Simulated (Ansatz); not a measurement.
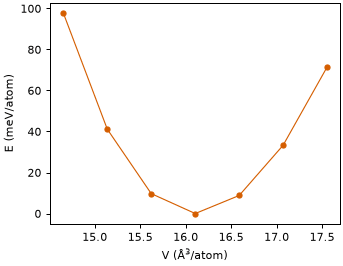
*Nb₅Si₃ in space group I4/mcm (No. 140; Nb on 16l, Nb on 4c, Si on 8h, Si on 4a) under volume change, plane-wave PAW r²SCAN (Ansatz code), shape and atoms relaxed at each volume.*

What does a third-order Birch–Murnaghan fit give for V₀, B₀ and B′?

V₀ = 16.11 Å³/atom, B₀ = 204 GPa, B′ = 4.2.

The first step of the workflow began from a Materials Project structure, measured or hypothetical; the Crystallography Open Database files this formula in space group No. 140, but the cells were not matched. Whether it is the stable phase at ambient conditions was not checked. The r²SCAN relaxation kept the symmetry of its start; whether a distortion lowers the energy is not shown. The run is not spin-polarised.

Potentials: the later of the program's two PAW sets.
